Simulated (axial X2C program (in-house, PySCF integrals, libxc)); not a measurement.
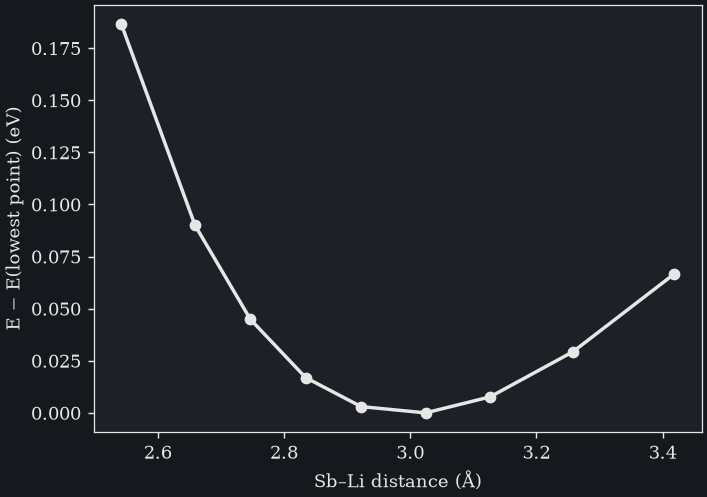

**Figure 1.** Energy at 9 bond lengths, for one set of occupations held fixed; the line joins the points. A polynomial of degree 6 through 8 points gives rₑ = 2.998 Å, ωₑ = 210.8 cm⁻¹, ωₑxₑ = −0.67 cm⁻¹ and Bₑ = 0.2828 cm⁻¹. The whole curve lies above Sb + Li⁺, so the molecule isn't bound against them at this level.

Run report: SbLi⁺, relativistic diatomic calculation

System: SbLi⁺, single determinant with M_S = 1/2 and |Λ| = 0 (not the lowest found).
Method: PBE0, spin-free X2C-1e, Sb dyall-cv3z, Li dyall-cv3z (cores contracted) (axial X2C program (in-house, PySCF integrals, libxc)).

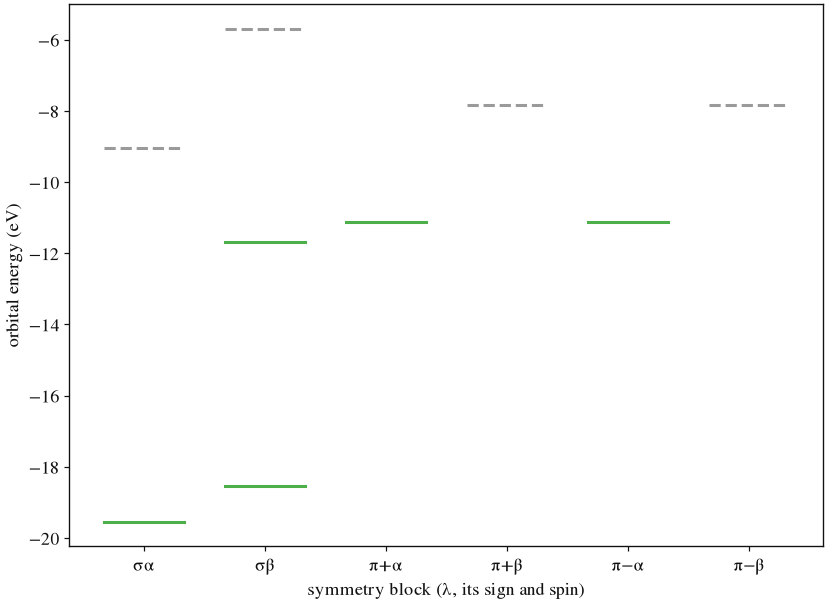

**Figure 2.** Orbital energies near the frontier at 2.92 Å, filled (solid) and empty (dashed); a label such as π−α means λ = −1 and α spin. The highest filled orbital (π−α; 94 % Sb p, 3 % Li p) lies at −11.13 eV, the lowest empty one (σα; 77 % Sb p, 12 % Li s) at −9.04 eV.

These pictures come from the run below.

## Input
```
{"zs": [51, 3], "q": 1, "bas": ["dyall-cv3z", "dyall-cv3z"], "levels": ["PBE0", "HF", "PBE50"], "cc": true, "r0": 2.73, "thr": -2.0, "nmax": 90, "npts": 10, "nst": 2, "ntry": 6}
```

The line is the task of a batch: nuclear charges, charge, bases, the levels to run, a first guess of the distance and further settings. This report covers PBE0 without spin-orbit coupling. The log is that of the reference distance 2.922 Å, started from orbitals converged before.

Launched within a batch (the task file carries these settings):
```bash
python <driver script> task.json out
```

## Log
```
spin-free X2C-1e  PBE0
basis functions 165  fitting functions 836  grid points 5087
iter        total energy     max residual
   1      -6487.729629001     2.57e-05
   2      -6487.729629012     2.54e-05
   3      -6487.729629017     2.84e-06
   4      -6487.729629018     1.18e-06
converged
one-electron -8955.34944361  Coulomb 2613.38864113  exact exchange -42.74947184  xc functional -130.72781236  nuclear repulsion 27.70845766
```

## The points of the curve

| R (Å) | E (hartree) | dipole (D; origin at the first atom, positive when the second is positive) | highest filled (eV) | lowest empty (eV) |
| --- | --- | --- | --- | --- |
| 2.542 | −6487.722884 | 8.68 | −11.55 | −9.46 |
| 2.659 | −6487.726433 | 9.22 | −11.42 | −9.34 |
| 2.747 | −6487.728091 | 9.63 | −11.32 | −9.24 |
| 2.834 | −6487.729118 | 10.04 | −11.22 | −9.14 |
| 2.922 | −6487.729629 | 10.45 | −11.13 | −9.04 |
| 3.024 | −6487.729741 | 10.94 | −11.03 | −8.92 |
| 3.127 | −6487.729458 | 11.43 | −10.93 | −8.80 |
| 3.258 | −6487.728661 | 12.08 | −10.81 | −8.65 |
| 3.419 | −6487.727287 | 12.88 | −10.66 | −8.46 |

## Key numbers

- outcome: converged
- bond length rₑ: 2.998 Å
- ωₑ: 210.8 cm⁻¹
- energy at the minimum: −6487.72975 hartree
- depth below the fragments: −0.02 eV
- largest ⟨S²⟩ along the curve: 1.76
- hardware: 1 thread of Arm Neoverse V1, 24 GiB of memory available, shared host
- wall time: 2.8 s

## Remarks

⟨S²⟩ reaches 1.76 where a pure state of this multiplicity has 0.75, so the determinant is spin-contaminated. Limits: 9 of the 10 points asked for were kept.
